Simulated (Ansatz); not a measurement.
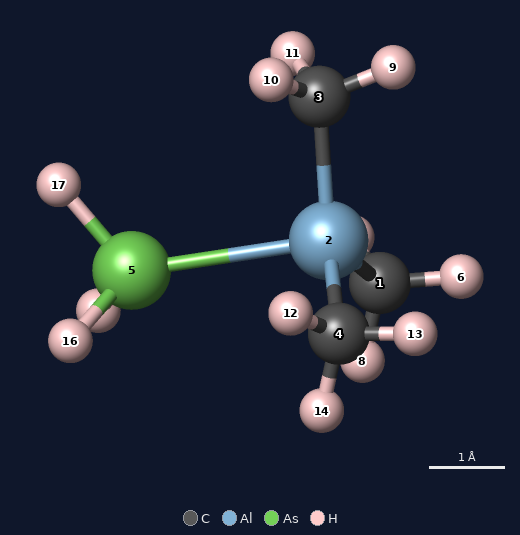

Figure 1. The structure as given in the input (ball-and-stick view, seen at a tilt; atoms are numbered from 1 in the order of the input). Sticks mark near contacts. Bond lengths as drawn: Al–As 2.73 Å, Al–C 1.97 Å, As–H 1.51 Å and C–H 1.09 to 1.10 Å.

## Run report: C₃H₁₂AlAs, molecular dynamics (part 1 of 3)

C₃H₁₂AlAs, computed with RKS r2SCAN/def2-SVP (Ansatz 0.2.0).

The geometry comes from this level: PBE0-D4/def2-TZVP. Figures and captions count atoms from 1; the log counts them from 0 in places.

## Log
```
Functional definition: r2SCAN
  name "r2SCAN"
  cite "Furness, Kaplan, Ning, Perdew & Sun, J. Phys. Chem. Lett. 11, 8208 (2020) doi:10.1021/acs.jpclett.0c02405"
  cite "Furness, Kaplan, Ning, Perdew & Sun, J. Phys. Chem. Lett. 11, 9248 (2020) doi:10.1021/acs.jpclett.0c03077"
  parent r2scan
  parameter k0 = 0.174
  parameter k1 = 0.065
  parameter a1 = 4.9479
  exchange = r2scan_x(k0 = k0, k1 = k1, a1 = a1)
  correlation = r2scan_c
1726 factors; their error is unknown
mean field evaluation 1: about -70712.6153 eV, gradient 8.5e1 eV
mean field evaluation 2: about -70659.8666 eV, gradient 1.4e2 eV
mean field evaluation 4: about -70730.3886 eV, gradient 9.7e0 eV
mean field evaluation 8: about -70730.5653 eV, gradient 1.8e-1 eV
mean field evaluation 16: about -70730.4833 eV, gradient 2.0e-4 eV
mean field -70730.48328757 eV, -2599.2973179747 hartree, gradient 1.7e-5 eV, S^2 0.000000; 0 other end points of the search recorded, 0 dependent functions left out
the calculation of the forces begins
reference -70730.48330066 eV, -2599.2973184557 hartree; 38, 38 occupied and 114, 114 virtual orbitals, 1726 factors
md step     0: t =     0.00 fs  T =   700.0 K  F+E_penalty+E_count = -70730.48328757 eV  E_kin = 1.357230 eV  conserved = -70729.12605758 eV  (29 SCF iters)
these checks for a lower state are left out or cut short: starts, cluster_reference, orbital_swaps, neighbouring_geometries, increment
1726 factors; their error is unknown
mean field -70730.36249752 eV, -2599.2928790221 hartree, gradient 1.8e-5 eV, S^2 0.000000; 0 other end points of the search recorded, 0 dependent functions left out
the calculation of the forces begins
reference -70730.36251065 eV, -2599.2928795047 hartree; 38, 38 occupied and 114, 114 virtual orbitals, 1726 factors
md step     1: t =     1.00 fs  T =   643.4 K  F+E_penalty+E_count = -70730.36249752 eV  E_kin = 1.247406 eV  conserved = -70729.11509368 eV  (28 SCF iters)
[... from here on the SCF iterations and repeated set-up lines of each step are left out, up to the last step ...]
md step     2: t =     2.00 fs  T =   502.1 K  F+E_penalty+E_count = -70730.07061136 eV  E_kin = 0.973454 eV  conserved = -70729.09718261 eV  (28 SCF iters)
md step     3: t =     3.00 fs  T =   402.2 K  F+E_penalty+E_count = -70729.87019153 eV  E_kin = 0.779749 eV  conserved = -70729.09053219 eV  (28 SCF iters)
md step     4: t =     4.00 fs  T =   399.1 K  F+E_penalty+E_count = -70729.86908810 eV  E_kin = 0.773755 eV  conserved = -70729.09554619 eV  (28 SCF iters)
md step     5: t =     5.00 fs  T =   458.3 K  F+E_penalty+E_count = -70729.99366827 eV  E_kin = 0.888583 eV  conserved = -70729.10550055 eV  (29 SCF iters)
md step     6: t =     6.00 fs  T =   502.0 K  F+E_penalty+E_count = -70730.08761084 eV  E_kin = 0.973245 eV  conserved = -70729.11507184 eV  (29 SCF iters)
md step     7: t =     7.00 fs  T =   465.6 K  F+E_penalty+E_count = -70730.01543985 eV  E_kin = 0.902819 eV  conserved = -70729.11367403 eV  (29 SCF iters)
md step     8: t =     8.00 fs  T =   375.3 K  F+E_penalty+E_count = -70729.82203133 eV  E_kin = 0.727603 eV  conserved = -70729.09583834 eV  (29 SCF iters)
md step     9: t =     9.00 fs  T =   351.1 K  F+E_penalty+E_count = -70729.76781868 eV  E_kin = 0.680763 eV  conserved = -70729.08883916 eV  (28 SCF iters)
md step    10: t =    10.00 fs  T =   432.2 K  F+E_penalty+E_count = -70729.94380003 eV  E_kin = 0.837946 eV  conserved = -70729.10811600 eV  (29 SCF iters)
md step    11: t =    11.00 fs  T =   501.8 K  F+E_penalty+E_count = -70730.08803393 eV  E_kin = 0.972948 eV  conserved = -70729.11798831 eV  (29 SCF iters)
md step    12: t =    12.00 fs  T =   484.6 K  F+E_penalty+E_count = -70730.04376515 eV  E_kin = 0.939624 eV  conserved = -70729.10777490 eV  (29 SCF iters)
md step    13: t =    13.00 fs  T =   435.4 K  F+E_penalty+E_count = -70729.93795786 eV  E_kin = 0.844232 eV  conserved = -70729.09809907 eV  (29 SCF iters)
md step    14: t =    14.00 fs  T =   422.3 K  F+E_penalty+E_count = -70729.91221671 eV  E_kin = 0.818817 eV  conserved = -70729.09852436 eV  (28 SCF iters)
md step    15: t =    15.00 fs  T =   449.9 K  F+E_penalty+E_count = -70729.96896600 eV  E_kin = 0.872340 eV  conserved = -70729.10258393 eV  (29 SCF iters)
md step    16: t =    16.00 fs  T =   486.5 K  F+E_penalty+E_count = -70730.04348514 eV  E_kin = 0.943269 eV  conserved = -70729.10713400 eV  (29 SCF iters)
md step    17: t =    17.00 fs  T =   493.0 K  F+E_penalty+E_count = -70730.05988686 eV  E_kin = 0.955898 eV  conserved = -70729.11197068 eV  (29 SCF iters)
md step    18: t =    18.00 fs  T =   440.5 K  F+E_penalty+E_count = -70729.95477954 eV  E_kin = 0.854004 eV  conserved = -70729.10982671 eV  (30 SCF iters)
md step    19: t =    19.00 fs  T =   359.6 K  F+E_penalty+E_count = -70729.78283504 eV  E_kin = 0.697168 eV  conserved = -70729.09569464 eV  (29 SCF iters)
md step    20: t =    20.00 fs  T =   347.0 K  F+E_penalty+E_count = -70729.75255440 eV  E_kin = 0.672878 eV  conserved = -70729.09063407 eV  (30 SCF iters)
md step    21: t =    21.00 fs  T =   427.2 K  F+E_penalty+E_count = -70729.92509815 eV  E_kin = 0.828375 eV  conserved = -70729.10877684 eV  (29 SCF iters)
md step    22: t =    22.00 fs  T =   487.5 K  F+E_penalty+E_count = -70730.05066790 eV  E_kin = 0.945251 eV  conserved = -70729.11883733 eV  (29 SCF iters)
md step    23: t =    23.00 fs  T =   453.3 K  F+E_penalty+E_count = -70729.97309120 eV  E_kin = 0.878810 eV  conserved = -70729.10916645 eV  (29 SCF iters)
md step    24: t =    24.00 fs  T =   375.8 K  F+E_penalty+E_count = -70729.81176403 eV  E_kin = 0.728561 eV  conserved = -70729.09943931 eV  (29 SCF iters)
md step    25: t =    25.00 fs  T =   326.7 K  F+E_penalty+E_count = -70729.71271824 eV  E_kin = 0.633393 eV  conserved = -70729.09677141 eV  (30 SCF iters)
md step    26: t =    26.00 fs  T =   333.4 K  F+E_penalty+E_count = -70729.72475097 eV  E_kin = 0.646446 eV  conserved = -70729.09695873 eV  (28 SCF iters)
md step    27: t =    27.00 fs  T =   390.3 K  F+E_penalty+E_count = -70729.83858533 eV  E_kin = 0.756810 eV  conserved = -70729.10182893 eV  (29 SCF iters)
md step    28: t =    28.00 fs  T =   456.8 K  F+E_penalty+E_count = -70729.97443212 eV  E_kin = 0.885622 eV  conserved = -70729.11058000 eV  (30 SCF iters)
md step    29: t =    29.00 fs  T =   474.3 K  F+E_penalty+E_count = -70730.00868924 eV  E_kin = 0.919693 eV  conserved = -70729.11271894 eV  (29 SCF iters)
these checks for a lower state are left out or cut short: starts, cluster_reference, orbital_swaps, neighbouring_geometries, increment
1726 factors; their error is unknown
mean field -70729.92385005 eV, -2599.2767590250 hartree, gradient 2.0e-5 eV, S^2 0.000000; 0 other end points of the search recorded, 0 dependent functions left out
the calculation of the forces begins
reference -70729.92386294 eV, -2599.2767594988 hartree; 38, 38 occupied and 114, 114 virtual orbitals, 1726 factors
1726 factors; their error is unknown
mean field evaluation 256: about -70729.9878 eV, gradient 2.7e0 eV
mean field -70729.92385005 eV, -2599.2767590250 hartree, gradient 2.0e-5 eV, S^2 0.000000; 1 other end points of the search recorded, 0 dependent functions left out
the calculation of the forces begins
reference -70729.92386294 eV, -2599.2767594988 hartree; 38, 38 occupied and 114, 114 virtual orbitals, 1726 factors
md step    30: t =    30.00 fs  T =   437.2 K  F+E_penalty+E_count = -70729.92385005 eV  E_kin = 0.847656 eV  conserved = -70729.10189233 eV  (29 SCF iters)
```

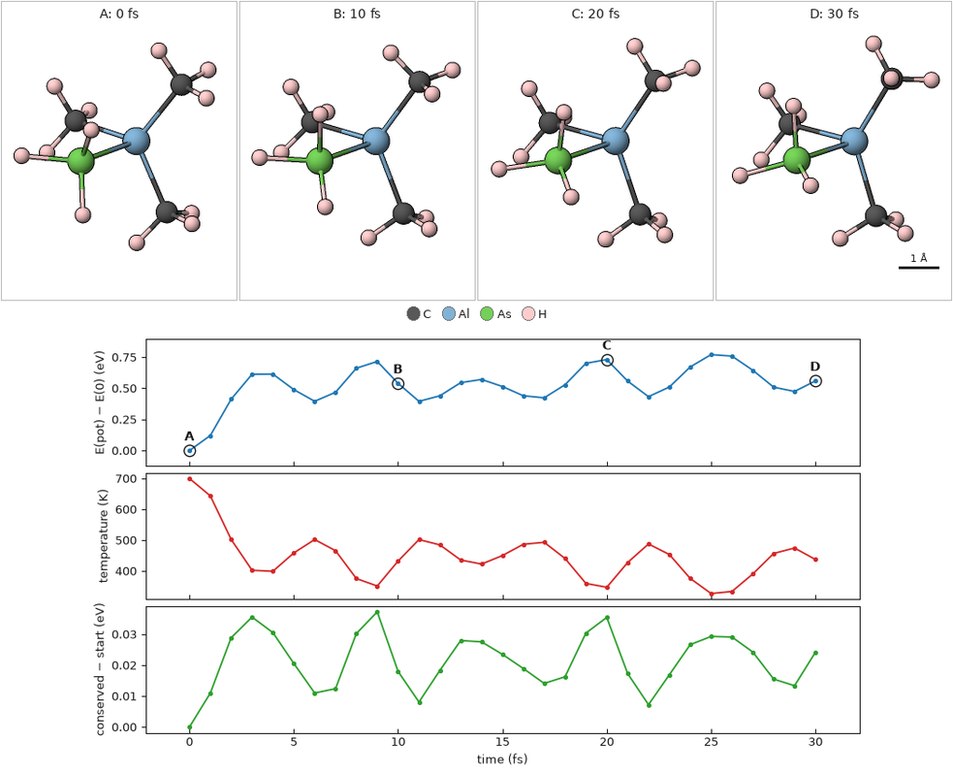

Figure 2. Frames of the molecular dynamics (ball-and-stick, seen at a tilt) above the curves, on which the letters mark them. The trajectory kept here has 31 frames over 30 fs. The temperature starts at 700 K, ranges from 327 to 700 K and averages 421 K over the second half. The potential energy ends 0.559 eV above its first value. The conserved quantity stays within 0.037 eV. After an unweighted best fit of the last frame on the first, the root-mean-square displacement is 0.51 Å, and H10 has moved furthest (0.87 Å).

```
Total energy: -70729.92386294 eV, -2599.2767594988 hartree
Atom 0 at    -0.181686     0.724986    -1.860168 Å, force    -2.245408    -0.775801     1.396093 eV/Å
Atom 1 at     0.421893    -0.272610    -0.239043 Å, force    -0.222941     0.288677     0.038016 eV/Å
Atom 2 at     1.924373     0.591881     0.829141 Å, force    -2.490396    -1.276636     0.500115 eV/Å
Atom 3 at    -0.343602    -2.123665    -0.265407 Å, force     1.834290    -0.423783     1.260266 eV/Å
Atom 4 at    -1.470771     0.853363     1.204402 Å, force     0.461045    -0.458855     0.341989 eV/Å
Atom 5 at     0.379828     0.467792    -2.713966 Å, force     0.779020    -0.836364    -1.685104 eV/Å
Atom 6 at    -0.107240     1.790238    -1.846300 Å, force     0.053376     1.388095     0.339785 eV/Å
Atom 7 at    -1.302665     0.493068    -2.032756 Å, force     1.502130     0.157925    -0.091709 eV/Å
Atom 8 at     2.696883    -0.123107     0.915939 Å, force     1.524624    -0.939956     0.277807 eV/Å
Atom 9 at     1.642278     0.926751     1.837427 Å, force    -0.040004    -0.191684     0.190047 eV/Å
Atom 10 at     2.256248     1.446801     0.331263 Å, force     0.879337     1.757331    -1.241722 eV/Å
Atom 11 at    -0.301506    -2.687587     0.723108 Å, force    -0.297093     0.587232    -0.878538 eV/Å
Atom 12 at     0.199846    -2.777213    -0.972948 Å, force    -0.090045     0.035805    -0.100074 eV/Å
Atom 13 at    -1.353311    -2.022767    -0.619752 Å, force    -0.983964    -0.091858    -0.199938 eV/Å
Atom 14 at    -2.705514     1.371858     0.537783 Å, force    -0.280836     0.316802     0.135135 eV/Å
Atom 15 at    -1.987898     0.540714     2.597938 Å, force    -0.201351    -0.050343    -0.189335 eV/Å
Atom 16 at    -0.777341     2.101109     1.652047 Å, force    -0.181784     0.513413    -0.092834 eV/Å
Dipole moment:    -0.369469     0.251648     0.362042 e Å
```

## Trajectory as extended XYZ (Å, eV, eV/Å), 28 of the 31 frames kept, from step=0 to step=30
```
17
Properties=species:S:1:pos:R:3:forces:R:3 step=0 time_fs=0.0 energy=-70730.48329 temperature=700.0
C    -0.0706    0.7124   -1.9935    0.0597  -0.1465   0.2924
Al    0.3998   -0.2343   -0.3272   -0.0202   0.0122   0.0173
C     1.9573    0.3973    0.7068   -0.2766  -0.0949  -0.1574
C    -0.1722   -2.1111   -0.1168    0.0758   0.3237  -0.0191
As   -1.5235    0.8866    1.2519    0.0625  -0.0381  -0.0527
H     0.6056    0.4052   -2.8004    0.1791  -0.0725  -0.2409
H     0.0223    1.7997   -1.9069    0.0296   0.3177  -0.0077
H    -1.0861    0.4909   -2.3372   -0.2861  -0.0550  -0.1301
H     2.8842    0.0498    0.2348    0.2728  -0.0874  -0.1163
H     1.9698    0.0177    1.7335    0.0362  -0.1048   0.2994
H     2.0227    1.4890    0.7543    0.0513   0.3143   0.0204
H    -0.1269   -2.4566    0.9209    0.0144  -0.1313   0.2904
H     0.4887   -2.7692   -0.6936    0.1738  -0.2025  -0.1553
H    -1.1877   -2.2909   -0.4839   -0.2875  -0.0842  -0.1098
H    -2.5107    1.8779    0.6819   -0.0391   0.0323  -0.0013
H    -2.5460    0.0251    1.9550   -0.0398  -0.0118   0.0299
H    -1.1460    1.7101    2.4608   -0.0059   0.0287   0.0408
17
Properties=species:S:1:pos:R:3:forces:R:3 step=1 time_fs=1.0 energy=-70730.36250 temperature=643.4
C    -0.0825    0.7117   -1.9897    1.8067   0.6610  -0.1167
Al    0.4008   -0.2356   -0.3220    0.0102   0.0103  -0.0841
C     1.9604    0.4005    0.7121    0.4180   0.8046  -0.3850
C    -0.1763   -2.1135   -0.1192   -0.4388   0.4844  -0.9616
As   -1.5212    0.8852    1.2498   -0.4973  -0.6347  -0.0954
H     0.6308    0.4052   -2.8176   -0.5968   0.1749   0.5785
H     0.0232    1.8276   -1.9218   -0.0420  -0.5483   0.0110
H    -1.0749    0.5097   -2.3290   -1.1620  -0.2960  -0.4962
H     2.9201    0.0209    0.2408   -0.6923   0.4162   0.4434
H     1.9340    0.0438    1.7565    0.1469   0.0289   0.0050
H     1.9927    1.5449    0.7305    0.1712  -1.1992  -0.0048
H    -0.1290   -2.4614    0.8965   -0.0425  -0.3601   0.9765
H     0.4789   -2.7774   -0.7005    0.0826  -0.1336  -0.1677
H    -1.2136   -2.2624   -0.5030    0.3573  -0.0606   0.1594
H    -2.5092    1.8847    0.7081   -0.1311   0.0164  -0.1436
H    -2.5630    0.0089    1.9918    0.4374   0.4116  -0.2560
H    -1.1426    1.7443    2.4000    0.1726   0.2242   0.5371
17
Properties=species:S:1:pos:R:3:forces:R:3 step=2 time_fs=2.0 energy=-70730.07061 temperature=502.1
C    -0.0929    0.7116   -1.9860    2.8722   1.2159  -0.3880
Al    0.4017   -0.2370   -0.3168    0.0415   0.0134  -0.1727
C     1.9639    0.4044    0.7170    0.7109   1.2420  -0.4182
C    -0.1808   -2.1156   -0.1224   -0.7555   0.5440  -1.5543
As   -1.5190    0.8837    1.2477   -0.9137  -1.0554  -0.1191
H     0.6504    0.4068   -2.8292   -1.1158   0.2987   1.0745
H     0.0236    1.8503   -1.9367   -0.1046  -1.1420   0.0640
H    -1.0749    0.5257   -2.3255   -1.6177  -0.4293  -0.7123
H     2.9493   -0.0041    0.2509   -1.3133   0.7842   0.7877
H     1.8997    0.0702    1.7796    0.2674   0.1487  -0.3455
H     1.9644    1.5893    0.7066    0.3336  -2.1088   0.0378
H    -0.1315   -2.4697    0.8814   -0.1055  -0.4796   1.3153
H     0.4699   -2.7869   -0.7090   -0.0409  -0.0223  -0.1329
H    -1.2360   -2.2344   -0.5205    0.8435  -0.0876   0.3787
H    -2.5089    1.8916    0.7330   -0.2066  -0.0171  -0.2711
H    -2.5759   -0.0033    2.0262    0.7780   0.7152  -0.4613
H    -1.1376    1.7807    2.3443    0.3266   0.3801   0.9175
17
Properties=species:S:1:pos:R:3:forces:R:3 step=3 time_fs=3.0 energy=-70729.87019 temperature=402.2
C    -0.1011    0.7125   -1.9826    2.8788   1.3927  -0.6458
Al    0.4027   -0.2383   -0.3117    0.0730   0.0181  -0.2415
C     1.9679    0.4093    0.7216    0.6473   1.3519  -0.3287
C    -0.1859   -2.1173   -0.1268   -0.8099   0.4408  -1.5239
As   -1.5168    0.8820    1.2457   -1.1583  -1.2001  -0.0434
H     0.6593    0.4113   -2.8305   -1.3483   0.3055   1.2451
H     0.0231    1.8620   -1.9509   -0.1444  -1.3877   0.1394
H    -1.0904    0.5375   -2.3288   -1.3169  -0.4102  -0.6435
H     2.9660   -0.0215    0.2687   -1.5690   0.9885   0.9217
H     1.8680    0.0981    1.7993    0.3801   0.2183  -0.6391
H     1.9392    1.6135    0.6831    0.4921  -2.4810   0.1000
H    -0.1351   -2.4826    0.8788   -0.1761  -0.4056   1.1000
H     0.4605   -2.7965   -0.7187   -0.1600   0.0964  -0.0734
H    -1.2504   -2.2072   -0.5343    1.0687  -0.1548   0.5017
H    -2.5107    1.8984    0.7553   -0.2516  -0.0739  -0.3718
H    -2.5813   -0.0087    2.0562    0.9815   0.8974  -0.5792
H    -1.1294    1.8208    2.2974    0.4130   0.4036   1.0825
```
